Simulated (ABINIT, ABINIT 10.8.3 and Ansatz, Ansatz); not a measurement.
**Li2SnF6 (P-31m): Bethe-Salpeter spectra with ABINIT**

Aim: the absorption spectrum of Li2SnF6 (P-31m) with electron-hole interaction, and what each part of the kernel does.

Method: PBEsol and many-body steps on it, plane waves, in ABINIT 10.8.3 and Ansatz 0.2.0.

**1. Starting point**

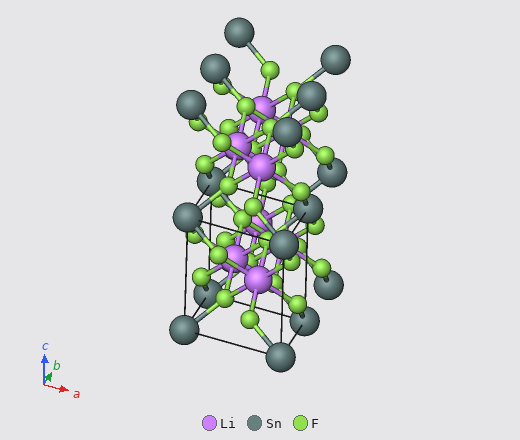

The starting structure, seen slightly off an axis (lithium purple, tin teal, fluorine green). 1×2×2 cells are drawn. Some periodic images of atoms are drawn too.

The cell and positions are those that the Materials Project relaxed with its own functionals (PBE, PBE+U or r2SCAN), kept fixed.

**2. Empty states on the mesh, 3×3×2 mesh, 89 bands**

This step: ABINIT 10.8.3; DFT, PBEsol, plane waves, norm-conserving pseudopotentials.

The sums over transitions need many empty states on a uniform mesh; this step solves for them.

File run.abi:

```
acell 3*1.0 Angstrom
rprim 
  4.909513934494 -0.000000000024 0.000000000000
  -2.454756967227 4.251763787517 0.000000000000
  0.000000000000 0.000000000000 4.538039080000
ntypat 3
znucl 3 50 9
natom 9
typat 1 1 2 3 3 3 3 3 3
xred 
  0.666666666667 0.333333333333 0.500000000000
  0.333333333333 0.666666666667 0.500000000000
  0.000000000000 0.000000000000 0.000000000000
  0.329091060000 0.329091060000 0.255027190000
  0.670908940000 0.670908940000 0.744972810000
  0.670908940000 0.000000000000 0.255027190000
  0.329091060000 0.000000000000 0.744972810000
  0.000000000000 0.670908940000 0.255027190000
  0.000000000000 0.329091060000 0.744972810000
pp_dirpath "pseudos"
pseudos "Li.upf, Sn.upf, F.upf"
ecut 44
ngkpt 3 3 2
nshiftk 1
shiftk 0 0 0
kptopt 1
chksymbreak 0
iscf -2
irdden 1
istwfk *1
nband 89
nbdbuf 8
tolwfr 1e-09
nstep 60
prtvol 0
indata_prefix "in"
outdata_prefix "out"
tmpdata_prefix "tmp"
```

Command:

```console
> OMP_NUM_THREADS=1 mpirun -n 4 abinit run.abi > log
```

Numbers of over 12 decimals in the logs are rounded to 6 here.

The log of the run:

```text
.Version 10.8.3 of ABINIT. v10.8.2 released Aug 2026.

 Symmetries : space group P-3 1 m (#162); Bravais hP (primitive hexag.)
[... echo of the input left out ...]
== DATASET  1 ==================================================================
-   mpi_nproc: 4, omp_nthreads: 1 (-1 if OMP is not activated)

--- !DatasetInfo
iteration_state: {dtset: 1, }
dimensions: {natom: 9, nkpt: 6, mband: 89, nsppol: 1, nspinor: 1, nspden: 1, mpw: 8940, }
cutoff_energies: {ecut:  44.0, pawecutdg:  -1.0, }
[...]
1.21257    1.22095    1.28870    1.28870    1.31968    1.31968    1.32578    1.32593
   1.32593    1.32916    1.32916    1.37228    1.38812    1.41160    1.41160    1.42726
   1.42726
 prteigrs : prtvol=0 or 1, do not print more k-points.

== END DATASET(S) ==============================================================
================================================================================

 -outvars: echo values of variables after computation  --------
            nband          89
             nkpt           6
          spgroup         162
 [... the other variables as echoed above ...]

 Calculation completed.
```

Wall time 46 s (4 MPI ranks of Arm Neoverse V1, shared host); peak memory 0.42 GiB; 3.1 min of CPU time.

Numbers from this step:

```yaml
gap: 5.250 eV
k_of_the_valence_top: 0.3333, 0, 0
k_of_the_conduction_bottom: 0, 0, 0
least_direct_gap: 5.274 eV
k_points_computed: 6
lowest_point_of_the_top_converged_band_above_the_valence_top: 35.95 eV
```

On this mesh the gap is 5.250 eV.

The density comes from a self-consistent run that is not shown.

**3. Screening, 3×3×2 mesh, 81 bands, screening to 98 eV**

The RPA dielectric matrix is built and inverted for each q.

This step: RPA screening on PBEsol, plane waves, norm-conserving pseudopotentials.

Changes to run.abi since step 2:

```diff
@@ -27,10 +27,11 @@
 chksymbreak 0
-iscf -2
-irdden 1
 istwfk *1
-nband 89
-nbdbuf 8
-tolwfr 1e-09
-nstep 60
-prtvol 0
+occopt 1
+irdwfk 1
+optdriver 3
+nband 81
+ecuteps 3.6
+inclvkb 2
+awtr 1
+symchi 1
 indata_prefix "in"
```

The log of the run:

```text
.Version 10.8.3 of ABINIT. v10.8.2 released Aug 2026.

 Symmetries : space group P-3 1 m (#162); Bravais hP (primitive hexag.)
[... echo of the input left out ...]
== DATASET  1 ==================================================================
-   mpi_nproc: 4, omp_nthreads: 1 (-1 if OMP is not activated)

--- !DatasetInfo
iteration_state: {dtset: 1, }
dimensions: {natom: 9, nkpt: 6, mband: 81, nsppol: 1, nspinor: 1, nspden: 1, mpw: 8940, }
cutoff_energies: {ecut:  44.0, pawecutdg:  -1.0, }
[...]
--------------------------------------------------------------------------------
[... chi0 elements left out ...]
 For q-point:  0.000010 0.000020 0.000030
  dielectric constant =   2.1864
  dielectric constant without local fields =   2.3177

  Average fulfillment of the sum rule on Im[epsilon] for q-point    1 :     24.43  [%]
[... wings left out ...]
  q-point number  2        q = ( 0.333333, 0.000000, 0.000000) [r.l.u.]
--------------------------------------------------------------------------------
[... chi0 elements left out ...]
  Average fulfillment of the sum rule on Im[epsilon] for q-point    2 :     32.14  [%]

 [... 4 further q-points ...]
```

Wall time 46 s (4 MPI ranks); peak memory 1.4 GiB; 3.1 min of CPU time.

Numbers from this step:

```yaml
eps_infinity_with_local_fields_on_this_mesh_along_the_program_s_q_direction: 2.186
the_same_without_local_fields: 2.318
plasma_frequency: 31.92 eV
plane_waves_in_the_screening_matrix: 199
```

Local fields lower ε∞ by 6 %. On a Γ-centred mesh this coarse the value itself is usually too large, while a short band sum pulls it down.

**4. Self-energy, 3×3×2 mesh, 81 bands, screening to 98 eV**

The self-energy is evaluated for the states that the input lists, and the levels follow from it, in one-shot runs by the linearised quasiparticle equation.

This step: G0W0 on PBEsol, plane waves, norm-conserving pseudopotentials.

Changes to run.abi since step 3:

```diff
@@ -30,8 +30,17 @@
 irdwfk 1
-optdriver 3
+optdriver 4
 nband 81
+gwcalctyp 0
+ecutsigx 44
+symsigma 1
+nkptgw 2
+kptgw 
+  0.3333333333 0.0000000000 0.0000000000
+  0.0000000000 0.0000000000 0.0000000000
+bdgw 
+  34 37
+  33 37
 ecuteps 3.6
-inclvkb 2
-awtr 1
-symchi 1
+irdscr 1
+ppmodel 1
 indata_prefix "in"
```

The log of the run:

```text
.Version 10.8.3 of ABINIT. v10.8.2 released Aug 2026.

 Symmetries : space group P-3 1 m (#162); Bravais hP (primitive hexag.)
[... echo of the input left out ...]
== DATASET  1 ==================================================================
-   mpi_nproc: 4, omp_nthreads: 1 (-1 if OMP is not activated)

--- !DatasetInfo
iteration_state: {dtset: 1, }
dimensions: {natom: 9, nkpt: 6, mband: 81, nsppol: 1, nspinor: 1, nspden: 1, mpw: 8940, }
cutoff_energies: {ecut:  44.0, pawecutdg:  -1.0, }
[...]
Band     E0 <VxcDFT>   SigX SigC(E0)      Z dSigC/dE  Sig(E)    E-E0       E
[...]
36   5.378 -17.110 -12.307  -1.875   0.872  -0.147 -14.557   2.553   7.931
       37  10.965 -12.455  -6.731  -2.788   0.884  -0.131  -9.860   2.595  13.560

== END DATASET(S) ==============================================================
================================================================================

 -outvars: echo values of variables after computation  --------
           etotal      0.0000000000E+00
            nband          81
             nkpt           6
          spgroup         162
 [... the other variables as echoed above ...]

 Calculation completed.
```

Elapsed: 9.2 s, on 4 MPI ranks; peak memory 1.1 GiB; 36 s of CPU time.

Numbers from this step:

```
G0W0 gap on the points computed              : 9.811 eV
starting gap on the mesh                     : 5.250 eV
k of the valence top                         : 0, 0, 0
k of the conduction bottom                   : 0, 0, 0
least direct G0W0 gap on the computed points : 9.811 eV
```

The gap on the mesh goes from 5.25 eV to 9.81 eV, a correction of +4.56 eV.

The gap opens by 4.561 eV; the next steps shift the empty bands rigidly by 4.561 eV.

**5. Excitons**

Light makes an electron and a hole together. The Bethe-Salpeter equation adds their screened attraction and their exchange, in a window of bands around the gap.

This step: Bethe-Salpeter equation on PBEsol with a scissors shift, plane waves, norm-conserving pseudopotentials.

Changes to run.abi since step 4:

```diff
@@ -30,17 +30,17 @@
 irdwfk 1
-optdriver 4
-nband 81
-gwcalctyp 0
-ecutsigx 44
-symsigma 1
-nkptgw 2
-kptgw 
-  0.3333333333 0.0000000000 0.0000000000
-  0.0000000000 0.0000000000 0.0000000000
-bdgw 
-  34 37
-  33 37
+optdriver 99
+bs_calctype 1
+mbpt_sciss 4.561 eV
+bs_loband 19
+nband 37
+bs_exchange_term 1
+bs_coulomb_term 11
+bs_coupling 0
+bs_algorithm 1
+bs_freq_mesh 0 16 0.1 eV
+zcut 0.15 eV
 ecuteps 3.6
+ecutwfn 22
+inclvkb 2
 irdscr 1
-ppmodel 1
 indata_prefix "in"
```

The log of the run:

```text
.Version 10.8.3 of ABINIT. v10.8.2 released Aug 2026.

 Symmetries : space group P-3 1 m (#162); Bravais hP (primitive hexag.)
[... echo of the input left out ...]
== DATASET  1 ==================================================================
-   mpi_nproc: 4, omp_nthreads: 1 (-1 if OMP is not activated)

--- !DatasetInfo
iteration_state: {dtset: 1, }
dimensions: {natom: 9, nkpt: 6, mband: 37, nsppol: 1, nspinor: 1, nspden: 1, mpw: 3175, }
cutoff_energies: {ecut:  22.0, pawecutdg:  -1.0, }
electrons: {nelect:   7.00000000E+01, charge:   0.00000000E+00, occopt:   1.00000000E+00, tsmear:   1.00000000E-02, }

 Exciton: Calculation of dielectric properties by solving the Bethe-Salpeter equation
 in frequency domain and reciprocal space on a transitions basis set.
 Based on a program developed by L. Reining, V. Olevano, F. Sottile,
 S. Albrecht, and G. Onida. Incorporated in ABINIT by M. Giantomassi.

.Using double precision arithmetic ; gwpc =  8

[... cell and pseudopotentials left out ...]
--------------------------------------------------------------------------------

 ==== K-mesh for the wavefunctions ====
 Number of points in the irreducible wedge :     6
[... list of points left out ...]
 Together with 12 symmetry operations and time-reversal symmetry
 yields    18 points in the full Brillouin Zone.

 ==== Q-mesh for the screening function ====
 Number of points in the irreducible wedge :     6
[... list of points left out ...]
 Together with 12 symmetry operations and time-reversal symmetry
 yields    18 points in the full Brillouin Zone.

 vcoul_init : cutoff-mode = AUXILIARY_FUNCTION
 q-points for optical limit:   1
     1)      0.000010    0.000020    0.000030
 setmesh: FFT mesh size selected  =    24x   24x   25
          total number of points  =        14400

 ==== Fundamental parameters for the solution of the Bethe-Salpeter equation: ====
 Algorithm: Direct diagonalization.
 Dimension of the v, W matrices,  npweps  = 199
 Cutoff for the wavefunctions,    npwwfn  = 3175
 Number of k-points in the IBZ,   nkibz   = 6
 Highest empty band included,     nband   = 37
 === Spin UP ===
 Number of resonant transitions          612
 Lowest occupied state                   19
 Highest occupied state                  35
 Lowest unoccupied state                 36
 Highest unoccupied state                37
 Minimum frequency [eV]           Emin    =   0.00
 Maximum frequency [eV]           Emax    =  16.00
 Frequency step [eV]              dE      =   0.10
 Lorentzian broadening [eV]       eta     =   0.15
 RPA L0 with KS energies and KS wavefunctions
 Scissors operator energy [eV] =          4.56
 Local fields effects (v term) included
 Excitonic effects (W term) included
 Full W_GG' included
 W is read from an external SCR file
 Resonant-only calculation (Hermitian case)

 Calculating epsilon_Macro(q-->0,w), along the following directions:
 q = (  1.278757  0.000000  0.000000) [r.l.u.]
 q = (  0.000000  1.278757  0.000000) [r.l.u.]
 q = (  0.000000  0.000000  1.364857) [r.l.u.]
 q = (  1.476582 -0.738291  0.000000) [r.l.u.]
 q = ( -0.000000  1.278757  0.000000) [r.l.u.]
 q = (  0.000000  0.000000  1.364857) [r.l.u.]
 Number of electrons calculated from density =   69.9190; Expected =   70.0000
 average of density, n =  0.109376
 r_s =    1.2972
 omega_plasma =   31.9019 [eV]

. Writing resonant excitonic Hamiltonian on file out_BSR; file size=   0.00 [Gb].
 Direct diagonalization of the resonant excitonic Hamiltonian, Matrix size= 612
. Using LAPACK sequential version.
 Excitonic eigenvalues in eV up to n=   32
   7.64238   7.64638   7.76600   7.91067   7.91306   7.94241   8.29103   8.30295
   8.34668   8.35935   8.37600   8.52846   8.85697   8.88428   8.89373   9.00815
   9.02197   9.26891   9.27331   9.32529   9.33578   9.34874   9.38588   9.41437
   9.42327   9.42632   9.44219   9.46682   9.46975   9.50404   9.54068   9.55698

 First excitonic eigenvalue=    7.64 [eV]
 Last  excitonic eigenvalue=   17.63 [eV]

 GW  direct gap       9.84  0.00 [eV]
 EXC direct gap       7.64  0.00 [eV]
 EXC binding energy   2.19  0.00 [eV]

 Excitonic eigenvalues up to the GW energy gap [eV]
  1 (  7.64  0.00)
  2 (  7.65  0.00)
  3 (  7.77  0.00)
  4 (  7.91  0.00)
  5 (  7.91  0.00)
  6 (  7.94  0.00)
[...]
58 (  9.83  0.00)
 59 (  9.83  0.00)
 60 (  9.84  0.00)

 Macroscopic dielectric function:
 omega [eV] <KS_RPA_nlf>  <GW_RPA_nlf>  <BSE>
   0.0000   1.4991   0.0000   1.3213   0.0000   1.3885   0.0000
   0.1000   1.4992   0.0002   1.3213   0.0001   1.3886   0.0001
   0.2000   1.4994   0.0005   1.3213   0.0001   1.3887   0.0002
   0.3000   1.4998   0.0007   1.3214   0.0002   1.3889   0.0003
   0.4000   1.5004   0.0010   1.3216   0.0002   1.3891   0.0005
   0.5000   1.5011   0.0012   1.3217   0.0003   1.3895   0.0006
   0.6000   1.5020   0.0015   1.3220   0.0004   1.3899   0.0007
   0.7000   1.5031   0.0017   1.3222   0.0004   1.3904   0.0008
   0.8000   1.5043   0.0020   1.3225   0.0005   1.3910   0.0009
   0.9000   1.5058   0.0023   1.3228   0.0005   1.3916   0.0010

 Writing KS-RPA macroscopic dielectric function without local fields to file: out_RPA_NLF_MDF
 Writing GW-RPA macroscopic dielectric function without local fields to file: out_GW_NLF_MDF
 Writing EXC Macroscopic dielectric function to file: out_EXC_MDF

== END DATASET(S) ==============================================================
================================================================================

 -outvars: echo values of variables after computation  --------
           etotal      0.0000000000E+00
            nband          37
             nkpt           6
          spgroup         162
 [... the other variables as echoed above ...]

 Calculation completed.
```

It took 23 s on 4 MPI ranks; peak memory 0.54 GiB; 90 s of CPU time.

This step gave:

* direct gap of the transition levels: 9.835 eV
* transitions in the window: 612
* first strong exciton (over a fiftieth of the strongest listed): 7.766 eV
* lowest state: 7.642 eV
* binding of the lowest state below the direct gap: 2.193 eV
* Coulomb term of one mesh cell: 1.566 eV

The binding is 1.4 times the screened Coulomb term of one mesh cell (1.57 eV), so it is not shown settled.

The lowest state lies at 7.642 eV, 2.193 eV under the direct gap.

Lines within 3 meV are set at the lowest of them, and the highest group, which the list may cut short, is left out; lines within 3 meV are set at the lowest of them, and the highest group, which the list may cut short, is left out. Exciton lines, with heights relative to the strongest:

```
position (eV)  lines merged  oscillator strength, relative
        7.642             1                            0.1
        7.646             1                            0.0
        7.766             1                            100
        7.911             2                             63
        7.942             1                             59
        8.291             1                             30
        8.303             1                             31
        8.347             1                            1.0
        8.359             1                            0.6
        8.376             1                            0.2
        8.528             1                            0.0
        8.857             1                            2.8
        8.884             1                            0.2
```

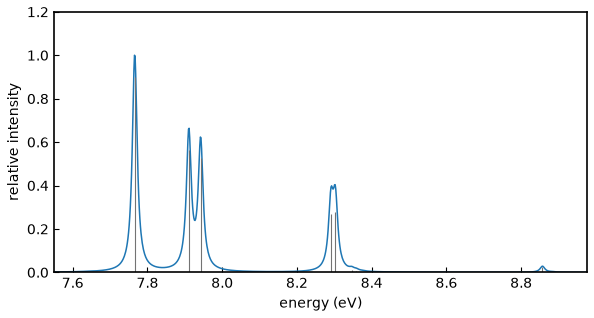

The exciton spectrum, broadened with Lorentzians of width 0.016 eV; bars mark the lines.

The ε₂ has structure finer than the step of the table below, so its rows give means over 1 eV, whole bins alone (the curve runs from 0 to 15.9 eV). Peaks (eV: height): BSE 7.9: 1.91, 10.9: 1.62, 11.8: 0.973, 12.8: 1.29, 13.7: 1.25; no electron-hole interaction 9.9: 0.605, 11.3: 1.19, 12.6: 1.18, 14.0: 2.13, 15.4: 1.33; Kohn-Sham, no shift 5.4: 0.632, 6.8: 1.16, 8.0: 1.15, 9.5: 2.09, 10.9: 1.30.

Mean over the three Cartesian directions of q; broadening 0.15 eV; transition window only. Limits: finite bands, cutoff and mesh; no spin-orbit coupling; coarse k mesh; exciton not shown settled in the k mesh. Table of ε₂ by photon energy; means over each step:

```
photon energy (eV)      BSE  no electron-hole interaction  Kohn-Sham, no shift
                 1  0.00117                        6.0e-4              0.00256
                 2  0.00250                       0.00124              0.00587
                 3  0.00429                       0.00201               0.0115
                 4  0.00706                       0.00296               0.0262
                 5   0.0123                       0.00429                0.249
                 6   0.0262                       0.00631                0.610
                 7    0.130                       0.00980                0.970
                 8     1.12                        0.0173                0.741
                 9    0.273                        0.0498                 1.17
                10    0.698                         0.373                 1.01
                11     1.11                         0.899                 1.15
                12    0.546                         0.846                0.455
                13    0.915                         0.636                0.128
                14    0.993                          1.50               0.0429
                15    0.502                         0.966               0.0130
```

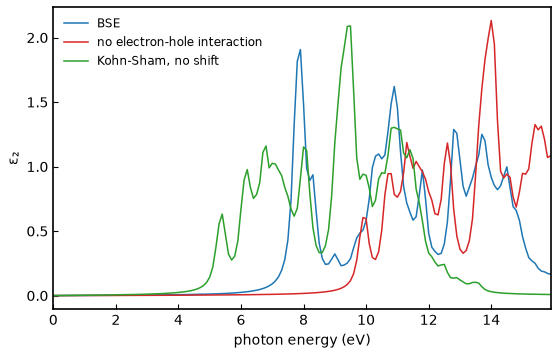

ε₂ against photon energy.

(Part 1 of 3 ends here.)

[Paths, hosts, dates, memory and timing lines, banners, echoed tables and standing remarks are left out of the program output.]

[Logs are printed without paths, hosts, clocks, repeated set-up lines and the standing remarks that a program may print on its own settings, such as how far it seeks lower states.]

[Runs of the session that timed out or met a known fault of the program may be left out.]

[Hosts, paths, dates, database ids (printed as entryN), source tags and the programs' standing remarks are cut or masked in the printed files.]

[G0W0 gaps are taken among the corrected bands and points alone; a level outside them can change the order at an edge.]

[Where Ansatz stands beside ABINIT at settings called matched, ABINIT's density can come from a denser mesh and the files from another edition; pairs whose starting gaps differed by over 0.03 eV were left out, so agreement reads better than it is.]
